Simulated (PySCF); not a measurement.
## A study: Br₃In, SMILES `Br[In](Br)Br`

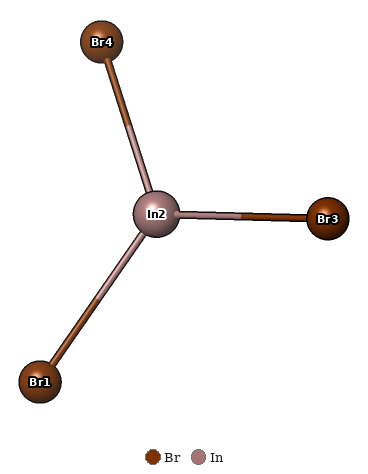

The molecule, with its atoms numbered as below. No frequency check shows the geometry to be a minimum.

Cartesian coordinates (Å):

```
Br1      1.4074   -2.0564    0.0000
In2     -0.0011    0.0000    0.0000
Br3      1.0780    2.2466    0.0000
Br4     -2.4838   -0.1902    0.0000
```

Part 1: Bonding charge

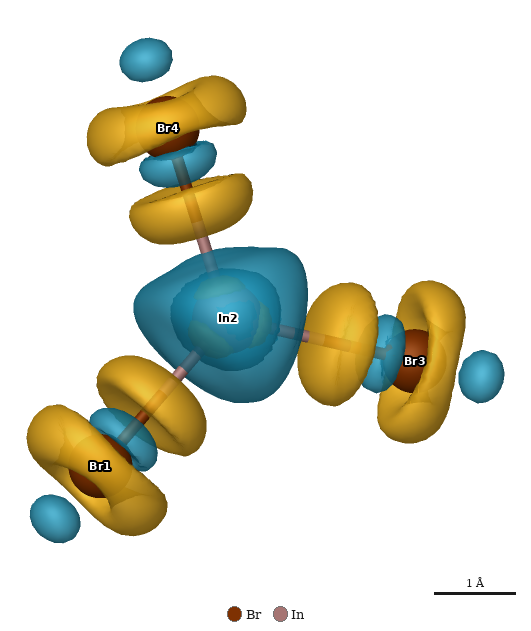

Deformation density (molecule less spherical, spin-averaged free atoms at the same positions), surfaces at ±0.04 e/Å³; yellow: gain, teal: loss.

Method: ωB97X/def2-TZVP; geometry: GFN2-xTB; program: PySCF. Core potentials replace the inner electrons of In; spin–orbit coupling isn't included.

How much density has each bond gained at its critical point, relative to the free atoms?

Answer. In2–Br4, In2–Br3 and Br1–In2: +0.08 e/Å³ at the bond critical point (bond length 2.49 Å, Mayer order 1.1). In all, 1.1 electrons gather in the regions of gain relative to the promolecule. A small or negative value marks a very polar bond, one between electron-rich atoms, whose free-atom densities already overlap strongly, a long bond to a heavier atom, or a closed-shell contact such as a hydrogen bond.

Part 2: Bond critical points

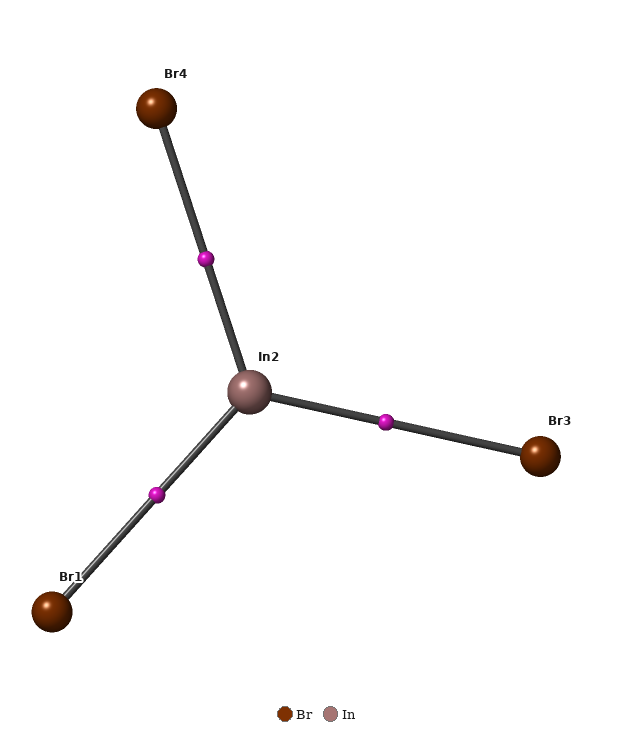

Molecular graph of the electron density (QTAIM): bond paths, bond critical points (magenta), ring points (cyan, if any); weak paths are dashed.

How many critical points of each kind are there, and does the count close?

Answer. 4 nuclei, 3 bond, 0 ring and 0 cage critical points: 4 − 3 + 0 − 0 = 1, as the Poincaré–Hopf relation requires.

What does the calculation give at each kind of bond critical point?

Answer.
```json
{"bond": "In2–Br4 (3 alike)", "length (Å)": "2.490", "ρ (a.u.)": "0.075", "∇²ρ (a.u.)": "+0.13", "ε": "0.01", "H (a.u.)": "−0.022"}
```

What kind of interaction is In2–Br4?

Answer. Polar or intermediate (positive Laplacian, negative energy density H): ρ = 0.075, ∇²ρ = +0.13, H = −0.022 a.u.

Part 3: Local ionisation energy

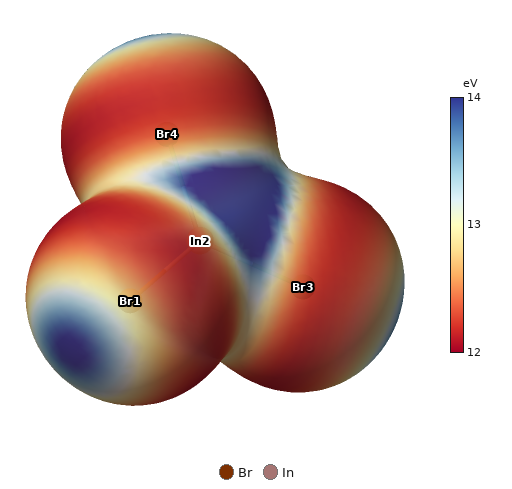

Average local ionisation energy on the surface of electron density 0.001 a.u.

Locate the minima of the map.

Answer. The lowest value is 12.1 eV, 2.3 Å from Br1, and at like points elsewhere. For comparison, the highest occupied orbital lies at −11.1 eV.

Part 4: In an electric field

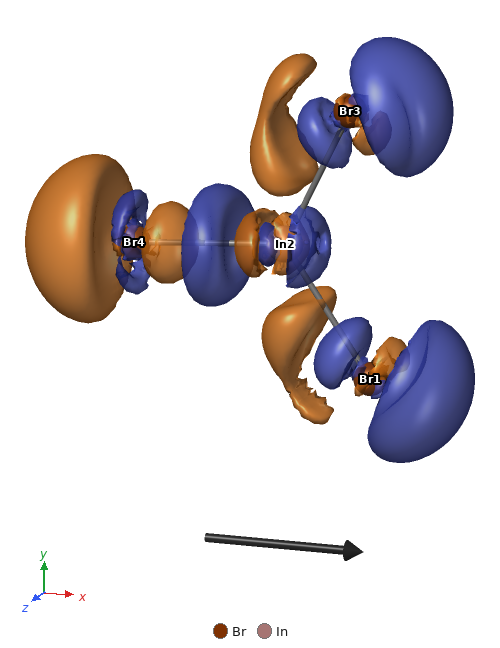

Change of the electron density in a uniform field of 0.21 V/Å along +x (arrow), surfaces at ±0.002 e/Å³ (orange: gain, blue: loss).

Computed with PySCF, ωB97X/def2-TZVP, geometry: GFN2-xTB. Core potentials replace the inner electrons of In; spin–orbit coupling isn't included. A basis without diffuse functions makes polarisabilities too small.

How large is the response?

Answer. The induced dipole is 1.17 D (along the field); α along this axis, from the fields in both directions, is 116 bohr³ (17.1 Å³).

Which atoms gain and lose the most charge?

Answer. Electrons gather most on Br4 (Hirshfeld charge changes by −0.036 e) and leave Br1 most (+0.021 e); 0.080 electrons are displaced in all.

Part 5: Removing or adding an electron

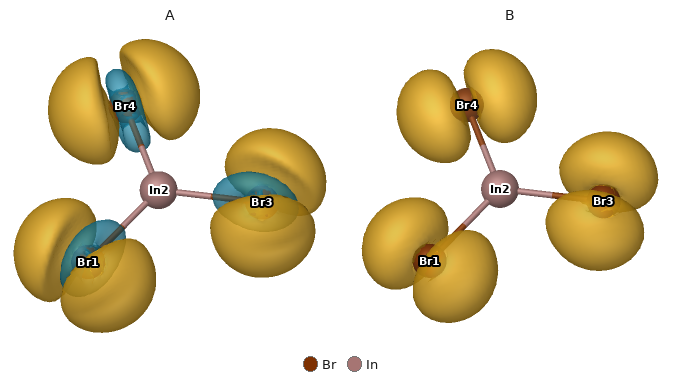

The Fukui function f⁻ from two separate SCF calculations and the density of the HOMO, at ±0.008 e/Å³ (yellow positive, teal negative).

Which panel is which, and how good is the frozen-orbital picture?

Answer. A is f⁻ (it has negative regions), B the HOMO density. The HOMO lies on Br1 and Br3 (33 % each) and Br4 (29 %); f⁻ (Hirshfeld-condensed) is largest on Br1, Br3 and Br4 (0.30 each); the vertical ionisation energy is 11.18 eV (the stability of the cation's solution wasn't checked). Relaxation shifts 7 % of the electron between atoms. The orbital energy is −11.09 eV.
